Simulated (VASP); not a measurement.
# A VASP study of AlRu (PBEsol): structure first, properties next, part 3 of 3

Wanted: the relaxed cell of AlRu and its properties. The start is a cell from a database of measured crystal structures.

VASP 6.6.1; PBEsol; plane waves and PAW (Al, Ru_pv).

Still holding for the runs below: This run has no spin polarisation. Its electron count is odd, so without a moment it is a metal by construction. The k-mesh is coarse for a metal.

So far. Step 6 (Density of states (PBEsol)): The finer mesh and the other smearing move the Fermi level by -0.08 eV from the 8×8×8 run, one measure of the sampling error in the zero of the bands above. Of the states within 0.3 eV of the Fermi level, the largest shares in the PAW spheres are Ru d 77 %. The rest lies in smaller channels or between the spheres. Step 7 (Volume scan with PBEsol, volume scale 0.94): The pressure here is 15.54 GPa.

## Step 8: Volume scan with PBEsol, volume scale 0.96

File INCAR:

```
SYSTEM = AlRu
PREC = Accurate
ENCUT = 400
EDIFF = 1E-06
NELM = 100
ISMEAR = 1
SIGMA = 0.2
LREAL = .FALSE.
ALGO = Normal
GGA = PS
NBANDS = 14
LASPH = .TRUE.
LORBIT = 11
LWAVE = .FALSE.
LCHARG = .FALSE.
KPAR = 2
ISIF = 2
```

File POSCAR:

```
AlRu
1.0
    2.9361962431      0.0000000000      0.0000000000
    0.0000000000      2.9361962431      0.0000000000
    0.0000000000      0.0000000000      2.9361962431
Al Ru
1 1
Direct
    0.0000000000      0.0000000000      0.0000000000
    0.5000000000      0.5000000000      0.5000000000
```

File KPOINTS:

```
Automatic mesh
0
Gamma
8 8 8
0 0 0
```

PAW data sets: Al and Ru_pv (PBE family, release 64).

The run is started by

```bash
$ mpirun -np 2 vasp_std
```

The program printed:

```text
[... set-up lines as in an earlier step ...]
 entering main loop
       N       E                     dE             d eps       ncg     rms          rms(c)
DAV:   1     0.909798361615E+02    0.90980E+02   -0.84478E+03  1068   0.930E+02
DAV:   2    -0.148898759700E+02   -0.10587E+03   -0.10162E+03  1112   0.280E+02
DAV:   3    -0.162438060696E+02   -0.13539E+01   -0.13500E+01  1178   0.343E+01
DAV:   4    -0.162550002244E+02   -0.11194E-01   -0.11192E-01  1220   0.316E+00
DAV:   5    -0.162552407489E+02   -0.24052E-03   -0.24051E-03  1234   0.393E-01    0.149E+01
DAV:   6    -0.155417408616E+02    0.71350E+00   -0.30318E+00  1022   0.201E+01    0.263E+00
DAV:   7    -0.154629168671E+02    0.78824E-01   -0.25607E-01  1064   0.579E+00    0.248E+00
DAV:   8    -0.154453431743E+02    0.17574E-01   -0.19002E-02  1226   0.106E+00    0.240E-01
DAV:   9    -0.154452094678E+02    0.13371E-03   -0.72124E-04  1192   0.149E-01    0.157E-01
DAV:  10    -0.154452006173E+02    0.88505E-05   -0.37055E-05  1202   0.722E-02    0.243E-02
DAV:  11    -0.154451983626E+02    0.22547E-05   -0.57084E-06  1268   0.289E-02    0.801E-03
DAV:  12    -0.154451979254E+02    0.43720E-06   -0.12108E-07   790   0.348E-03
   1 F= -.15445198E+02 E0= -.15443223E+02  d E =-.592394E-02
```

Wall time 3.4 s (2 MPI ranks of AMD EPYC 9R14 (Zen 4), shared host); peak memory 0.2 GiB; 5.6 s of CPU time.

Parts of OUTCAR (step 8):

```text
   ENCUT  =  400.0 eV  29.40 Ry    5.42 a.u.   4.79  4.79  4.79*2*pi/ulx,y,z

   NELECT =      17.0000    total number of electrons

 E-fermi :  11.4695

 k-point     1 :       0.0000    0.0000    0.0000
  band No.  band energies     occupation
    ...
      2     -30.2894      2.00000
      3     -30.2894      2.00000
      4       1.3901      2.00000
      5       7.5100      2.00000
      6       7.5100      2.00000
      7      11.6396     -0.00364
      8      11.6396     -0.00364
      9      11.6396     -0.00364
     10      17.7580      0.00000
     11      17.7580      0.00000
    ...

  Total        1.5445936      1.5445936      1.5445936     -0.0000000     -0.0000000      0.0000000
  in kB       97.7618880     97.7618880     97.7618880     -0.0000000     -0.0000000      0.0000000
  external PRESSURE =      97.7618880 kB  Pullay stress =       0.0000000 kB

 POSITION                                       TOTAL-FORCE (eV/Angst)
 -----------------------------------------------------------------------------------
      0.00000      0.00000      0.00000         0.000000      0.000000      0.000000
      1.46810      1.46810      1.46810         0.000000      0.000000      0.000000
 -----------------------------------------------------------------------------------
    total drift:                               -0.000000      0.000000      0.000000

  FREE ENERGIE OF THE ION-ELECTRON SYSTEM (eV)
  ---------------------------------------------------
  free  energy   TOTEN  =       -15.4451979254 eV

  energy  without entropy=      -15.4392739894  energy(sigma->0) =      -15.44322328

[... 4 parts as in an earlier step ...]

[... 12 further parts left out ...]
```

Numbers from this step:

| Property | Result |
| --- | --- |
| free energy (TOTEN) | -15.45 eV |
| energy at zero smearing | -15.44 eV |
| Fermi energy | 11.47 eV |
| pressure | 9.776 GPa |

The pressure falls from 15.54 to 9.78 GPa.

The run ends at a pressure of 9.78 GPa.

## Step 9: Volume scan with PBEsol, volume scale 0.98

INCAR is that of step 8.

File POSCAR:

```
AlRu
1.0
    2.9564465123      0.0000000000      0.0000000000
    0.0000000000      2.9564465123      0.0000000000
    0.0000000000      0.0000000000      2.9564465123
Al Ru
1 1
Direct
    0.0000000000      0.0000000000      0.0000000000
    0.5000000000      0.5000000000      0.5000000000
```

KPOINTS is that of step 8.

The run is started by

```bash
$ mpirun -np 2 vasp_std
```

The program printed:

```text
[... set-up lines as in an earlier step ...]
 entering main loop
       N       E                     dE             d eps       ncg     rms          rms(c)
DAV:   1     0.906920698362E+02    0.90692E+02   -0.81228E+03  1060   0.916E+02
DAV:   2    -0.148149779145E+02   -0.10551E+03   -0.10118E+03  1148   0.282E+02
DAV:   3    -0.162650858493E+02   -0.14501E+01   -0.14456E+01  1190   0.351E+01
DAV:   4    -0.162768212248E+02   -0.11735E-01   -0.11733E-01  1272   0.317E+00
[...]
DAV:  10    -0.154704387119E+02    0.10212E-04   -0.42126E-05  1240   0.780E-02    0.223E-02
DAV:  11    -0.154704363214E+02    0.23904E-05   -0.64428E-06  1220   0.306E-02    0.803E-03
DAV:  12    -0.154704358477E+02    0.47375E-06   -0.15002E-07   802   0.387E-03
   1 F= -.15470436E+02 E0= -.15468395E+02  d E =-.612108E-02
```

It took 3.4 s on 2 MPI ranks; peak memory 0.2 GiB; 5.5 s of CPU time.

OUTCAR, selected parts (step 9):

```text
  Total        0.7408638      0.7408638      0.7408638      0.0000000      0.0000000     -0.0000000
  in kB       45.9344869     45.9344869     45.9344869      0.0000000      0.0000000     -0.0000000
  external PRESSURE =      45.9344869 kB  Pullay stress =       0.0000000 kB

 POSITION                                       TOTAL-FORCE (eV/Angst)
 -----------------------------------------------------------------------------------
      0.00000      0.00000      0.00000         0.000000      0.000000      0.000000
      1.47822      1.47822      1.47822         0.000000      0.000000      0.000000
 -----------------------------------------------------------------------------------
    total drift:                               -0.000000      0.000000      0.000000

  FREE ENERGIE OF THE ION-ELECTRON SYSTEM (eV)
  ---------------------------------------------------
  free  energy   TOTEN  =       -15.4704358477 eV

  energy  without entropy=      -15.4643147710  energy(sigma->0) =      -15.46839549

[... 1 part as in an earlier step ...]

[... 2 further parts left out ...]
[key lines of the parts left out:]
E-fermi :  11.1632
```

The pressure falls from 9.78 to 4.59 GPa.

The run ends at a pressure of 4.59 GPa.

## Step 10: Volume scan with PBEsol, volume scale 1

INCAR is that of step 9.

File POSCAR:

```
AlRu
1.0
    2.9764231082      0.0000000000      0.0000000000
    0.0000000000      2.9764231082      0.0000000000
    0.0000000000      0.0000000000      2.9764231082
Al Ru
1 1
Direct
    0.0000000000      0.0000000000      0.0000000000
    0.5000000000      0.5000000000      0.5000000000
```

KPOINTS is that of step 9.

The run is started by

```bash
$ mpirun -np 2 vasp_std
```

The program printed:

```text
[... set-up lines as in an earlier step ...]
 entering main loop
       N       E                     dE             d eps       ncg     rms          rms(c)
[... 12 cycles as in an earlier step ...]
   1 F= -.15479402E+02 E0= -.15477301E+02  d E =-.630229E-02
```

It took 3.4 s on 2 MPI ranks; peak memory 0.2 GiB.

OUTCAR, selected parts (step 10):

```text
[... 6 parts as in an earlier step ...]

[... 1 further part left out ...]
[key lines of the parts left out:]
E-fermi :  10.8690
```

The pressure falls from 4.59 to -0.06 GPa, so it vanishes between these two volumes.

## Step 11: Volume scan with PBEsol, volume scale 1.02

INCAR is that of step 10.

File POSCAR:

```
AlRu
1.0
    2.9961350940      0.0000000000      0.0000000000
    0.0000000000      2.9961350940      0.0000000000
    0.0000000000      0.0000000000      2.9961350940
Al Ru
1 1
Direct
    0.0000000000      0.0000000000      0.0000000000
    0.5000000000      0.5000000000      0.5000000000
```

KPOINTS is that of step 10.

The run is started by

```bash
$ mpirun -np 2 vasp_std
```

The program printed:

```text
[... set-up lines as in an earlier step ...]
 entering main loop
       N       E                     dE             d eps       ncg     rms          rms(c)
DAV:   1     0.963322451529E+02    0.96332E+02   -0.81894E+03  1028   0.909E+02
DAV:   2    -0.145943572235E+02   -0.11093E+03   -0.10621E+03  1076   0.286E+02
DAV:   3    -0.162592189709E+02   -0.16649E+01   -0.16515E+01  1190   0.368E+01
DAV:   4    -0.162713342374E+02   -0.12115E-01   -0.12113E-01  1210   0.329E+00
[...]
DAV:  10    -0.154739601197E+02    0.13031E-04   -0.41987E-05  1192   0.754E-02    0.163E-02
DAV:  11    -0.154739581757E+02    0.19440E-05   -0.41663E-06  1202   0.235E-02    0.756E-03
DAV:  12    -0.154739576869E+02    0.48877E-06   -0.70732E-08   766   0.267E-03
   1 F= -.15473958E+02 E0= -.15471803E+02  d E =-.646468E-02
```

The job ended after 3.4 s (2 MPI ranks; peak memory 0.2 GiB).

OUTCAR, selected parts (step 11):

```text
  Total       -0.7104701     -0.7104701     -0.7104701      0.0000000     -0.0000000      0.0000000
  in kB      -42.3225892    -42.3225892    -42.3225892      0.0000000     -0.0000000      0.0000000
  external PRESSURE =     -42.3225892 kB  Pullay stress =       0.0000000 kB

 POSITION                                       TOTAL-FORCE (eV/Angst)
 -----------------------------------------------------------------------------------
      0.00000      0.00000      0.00000         0.000000      0.000000      0.000000
      1.49807      1.49807      1.49807         0.000000      0.000000      0.000000
 -----------------------------------------------------------------------------------
    total drift:                               -0.000000      0.000000      0.000000

  FREE ENERGIE OF THE ION-ELECTRON SYSTEM (eV)
  ---------------------------------------------------
  free  energy   TOTEN  =       -15.4739576869 eV

  energy  without entropy=      -15.4674930104  energy(sigma->0) =      -15.47180279

[... 1 part as in an earlier step ...]

[... 2 further parts left out ...]
[key lines of the parts left out:]
E-fermi :  10.5861
```

The pressure falls from -0.06 to -4.23 GPa.

The run ends at a pressure of -4.23 GPa.

## Step 12: Volume scan with PBEsol, volume scale 1.04

INCAR is that of step 11.

File POSCAR:

```
AlRu
1.0
    3.0155910618      0.0000000000      0.0000000000
    0.0000000000      3.0155910618      0.0000000000
    0.0000000000      0.0000000000      3.0155910618
Al Ru
1 1
Direct
    0.0000000000      0.0000000000      0.0000000000
    0.5000000000      0.5000000000      0.5000000000
```

KPOINTS is that of step 11.

The run is started by

```bash
$ mpirun -np 2 vasp_std
```

The program printed:

```text
[... set-up lines as in an earlier step ...]
 entering main loop
       N       E                     dE             d eps       ncg     rms          rms(c)
DAV:   1     0.839497417440E+02    0.83950E+02   -0.81299E+03  1068   0.906E+02
DAV:   2    -0.148586780323E+02   -0.98808E+02   -0.94600E+02  1136   0.271E+02
DAV:   3    -0.162357663108E+02   -0.13771E+01   -0.13711E+01  1172   0.338E+01
DAV:   4    -0.162475101124E+02   -0.11744E-01   -0.11742E-01  1282   0.319E+00
[...]
DAV:  10    -0.154554419545E+02    0.14729E-04   -0.40064E-05  1182   0.751E-02    0.131E-02
DAV:  11    -0.154554402626E+02    0.16919E-05   -0.33200E-06  1218   0.200E-02    0.697E-03
DAV:  12    -0.154554397415E+02    0.52109E-06   -0.52007E-08   766   0.237E-03
   1 F= -.15455440E+02 E0= -.15453239E+02  d E =-.660370E-02
```

The job ended after 3.4 s (2 MPI ranks; peak memory 0.2 GiB).

From OUTCAR (step 12):

```text
  Total       -1.3658667     -1.3658667     -1.3658667      0.0000000      0.0000000     -0.0000000
  in kB      -79.7997541    -79.7997541    -79.7997541      0.0000000      0.0000000     -0.0000000
  external PRESSURE =     -79.7997541 kB  Pullay stress =       0.0000000 kB

 POSITION                                       TOTAL-FORCE (eV/Angst)
 -----------------------------------------------------------------------------------
      0.00000      0.00000      0.00000         0.000000      0.000000      0.000000
      1.50780      1.50780      1.50780         0.000000      0.000000      0.000000
 -----------------------------------------------------------------------------------
    total drift:                               -0.000000      0.000000      0.000000

  FREE ENERGIE OF THE ION-ELECTRON SYSTEM (eV)
  ---------------------------------------------------
  free  energy   TOTEN  =       -15.4554397415 eV

  energy  without entropy=      -15.4488360374  energy(sigma->0) =      -15.45323851

[... 1 part as in an earlier step ...]

[... 2 further parts left out ...]
[key lines of the parts left out:]
E-fermi :  10.3139
```

The pressure falls from -4.23 to -7.98 GPa.

The run ends at a pressure of -7.98 GPa.

## Step 13: Volume scan with PBEsol, volume scale 1.06

A prediction first. A parabola through the 6 pressures of evenly scaled cells so far, P = -0.07 -221.1 t +503 t² GPa with t = ln(V/V₁) and V₁ the volume at scale 1, gives -11.25 GPa at t = +0.0583.

INCAR is that of step 12.

File POSCAR:

```
AlRu
1.0
    3.0347991661      0.0000000000      0.0000000000
    0.0000000000      3.0347991661      0.0000000000
    0.0000000000      0.0000000000      3.0347991661
Al Ru
1 1
Direct
    0.0000000000      0.0000000000      0.0000000000
    0.5000000000      0.5000000000      0.5000000000
```

KPOINTS is that of step 12.

The run is started by

```bash
$ mpirun -np 2 vasp_std
```

The program printed:

```text
[... set-up lines as in an earlier step ...]
 entering main loop
       N       E                     dE             d eps       ncg     rms          rms(c)
DAV:   1     0.841395829523E+02    0.84140E+02   -0.83760E+03  1076   0.909E+02
DAV:   2    -0.148181943747E+02   -0.98958E+02   -0.94208E+02  1106   0.270E+02
DAV:   3    -0.161998450556E+02   -0.13817E+01   -0.13722E+01  1178   0.336E+01
DAV:   4    -0.162112655754E+02   -0.11421E-01   -0.11419E-01  1280   0.309E+00
[...]
DAV:  10    -0.154251311072E+02    0.16927E-04   -0.50068E-05  1200   0.842E-02    0.131E-02
DAV:  11    -0.154251292685E+02    0.18387E-05   -0.49127E-06  1244   0.252E-02    0.721E-03
DAV:  12    -0.154251287254E+02    0.54312E-06   -0.13894E-07   754   0.352E-03
   1 F= -.15425129E+02 E0= -.15422888E+02  d E =-.672084E-02
```

It took 3.4 s on 2 MPI ranks; peak memory 0.2 GiB.

Parts of OUTCAR (step 13):

```text
  Total       -1.9803489     -1.9803489     -1.9803489     -0.0000000      0.0000000      0.0000000
  in kB     -113.5173962   -113.5173962   -113.5173962     -0.0000000      0.0000000      0.0000000
  external PRESSURE =    -113.5173962 kB  Pullay stress =       0.0000000 kB

 POSITION                                       TOTAL-FORCE (eV/Angst)
 -----------------------------------------------------------------------------------
      0.00000      0.00000      0.00000         0.000000      0.000000      0.000000
      1.51740      1.51740      1.51740         0.000000      0.000000      0.000000
 -----------------------------------------------------------------------------------
    total drift:                               -0.000000      0.000000      0.000000

  FREE ENERGIE OF THE ION-ELECTRON SYSTEM (eV)
  ---------------------------------------------------
  free  energy   TOTEN  =       -15.4251287254 eV

  energy  without entropy=      -15.4184078878  energy(sigma->0) =      -15.42288845

[... 1 part as in an earlier step ...]

[... 2 further parts left out ...]
[key lines of the parts left out:]
E-fermi :  10.0518
```

The pressure falls from -7.98 to -11.35 GPa. The parabola predicted -11.25 GPa, +0.11 GPa off.

## Step 14: Comparing the runs

Times are for 2 MPI ranks of AMD EPYC 9R14 (Zen 4), shared host. The series side by side:

```csv
no.,volume scale,energy above the lowest point (meV/atom),pressure (GPa),time,memory (GiB)
1,0.94,38.68,15.54,3.4 s,0.2
2,0.96,17.04,9.776,3.4 s,0.2
3,0.98,4.45,4.593,3.4 s,0.2
4,1,0,-0.06166,3.4 s,0.2
5,1.02,2.75,-4.232,3.4 s,0.2
6,1.04,12.03,-7.980,3.4 s,0.2
7,1.06,27.21,-11.35,3.4 s,0.2
```

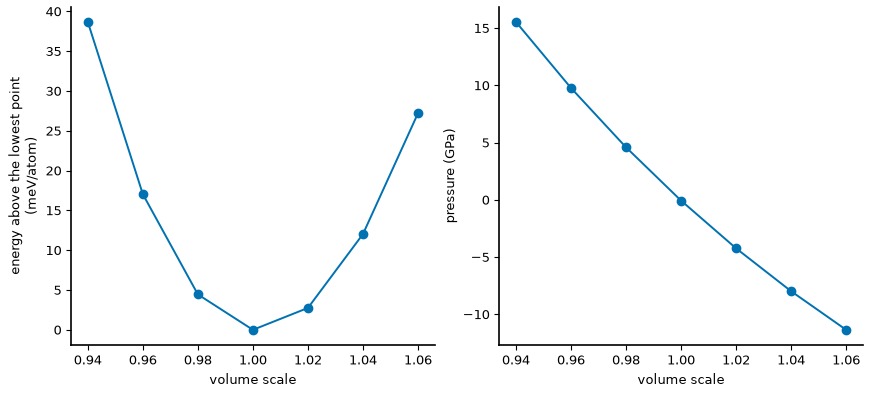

The series as plots.

## Step 15: Fit for PBEsol

This step: Birch-Murnaghan fit, PBEsol; plane waves and PAW (VASP 6.6.1).

Derived from the runs above.

Numbers from this step:

```
pressure derivative of the bulk modulus : 4.438
r.m.s. error of the fit                 : 1.37e-5 eV/atom
minimum inside the sampled range        : yes
bulk modulus                            : 218.6 GPa
equilibrium volume of the fit           : 13.21 Å³/atom
```

Energy above the fitted minimum against volume:

```csv
volume (Å³/atom),energy above the fitted minimum (eV/atom)
12.393,0.0387
12.657,0.0171
12.921,0.00452
13.184,6.2e-5
13.448,0.00281
13.712,0.0121
13.975,0.0273
```

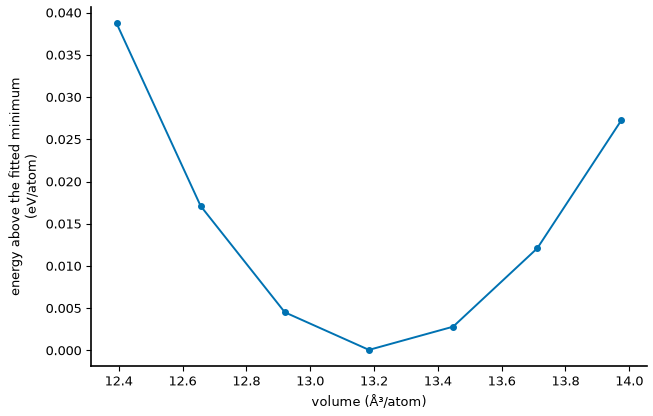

Energy above the fitted minimum against volume.

The fitted volume lies +0.20 % from the relaxed one. At a finite cutoff and mesh the minimum of the energy and the zero of the stress don't quite coincide, and the relaxation stops at a threshold.

## Step 16: Outcome

```yaml
relaxed_volume: 13.18 Å³/atom
relaxed_conventional_cell_a_b_c: 2.976, 2.976, 2.976 Å
space_group_after_relaxing_within_0p02_a: Pm-3m (No. 221)
band_gap: none, a metal
dos_at_the_fermi_level: 1.80 states/eV/cell
bulk_modulus_from_the_fit: 219 GPa
volume_from_the_fit: 13.2 Å³/atom
```

In words: With PBEsol, AlRu relaxes to 13.18 Å³/atom in space group Pm-3m (held by the symmetry of the run), comes out as a metal and has a bulk modulus of 219 GPa. Against the listed cell the volume lies -1.5 %. Band structure (PBEsol): Of the bands kept, 3 cross the Fermi level on this path. Spin-orbit coupling is left out; it would split some degenerate bands. The k-sampling is coarse for a metal, so the Fermi level, pressures and the shape of the cell carry errors. With an odd electron count and no spin the cell is a metal by construction. No search among competing phases was made, and a listed structure need not be the one stable at ambient conditions. All values are for a static lattice at zero temperature.

[Lines on the potential files, build, host, timing and source positions are cut from VASP's logs without a mark.]

[Logs are printed without paths, hosts, clocks, repeated set-up lines and the standing remarks that a program may print on its own settings, such as how far it seeks lower states.]

[Hosts, paths, dates, database ids (printed as entryN), source tags and the programs' standing remarks are cut or masked in the printed files.]

[A measured line is paired with the nearest computed mode of its activity, which favours agreement.]
